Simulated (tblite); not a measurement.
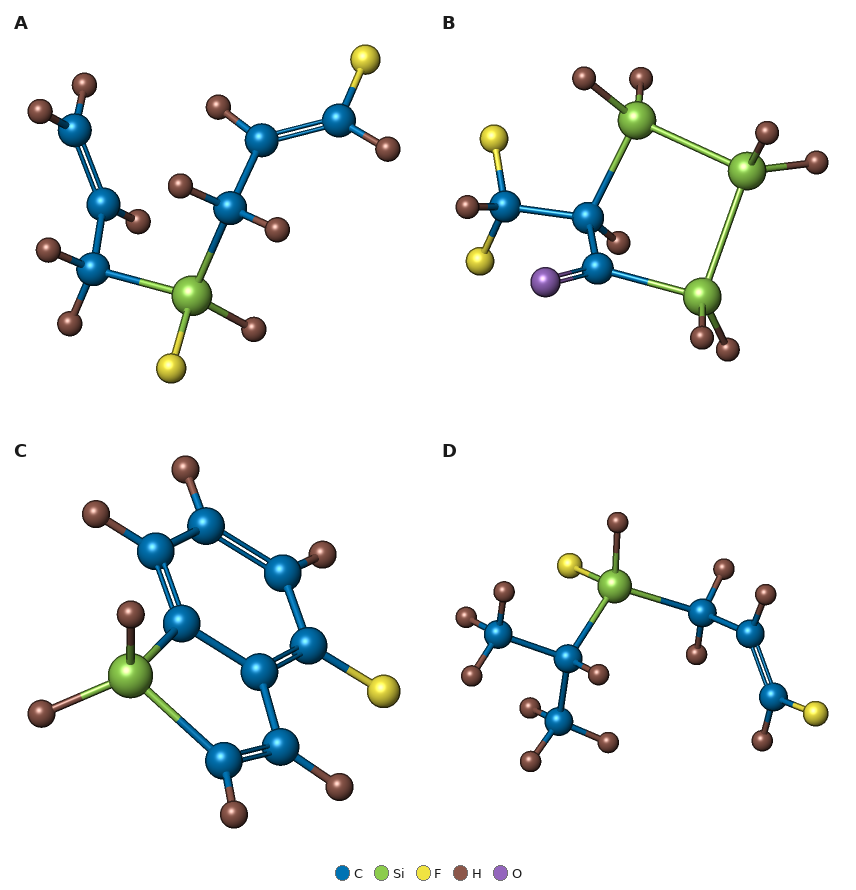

Figure made from data computed with tblite.

```xyz
17
charge 0, multiplicity 1
F     0.5616    2.8668   -0.4534
C     0.8077    1.5486   -0.2627
C     2.1226    1.1144   -0.2431
C     2.3857   -0.2296   -0.0490
C     1.3426   -1.1311    0.1241
C     0.0339   -0.6963    0.1040
C    -0.2480    0.6674   -0.0928
C    -1.6611    1.0161   -0.0959
C    -2.5206    0.0068    0.0868
Si   -1.6021   -1.6244    0.3007
H     2.9187    1.8294   -0.3793
H     3.4083   -0.5756   -0.0324
H     1.5584   -2.1786    0.2753
H    -1.9461    2.0485   -0.2423
H    -3.5864    0.1654    0.1003
H    -1.7497   -2.2273    1.6260
H    -1.8327   -2.5884   -0.7761
```

> Which picture belongs to the input above?

C. The file holds C8H7FSi, `Fc1cccc2c1C=C[SiH2]2`.
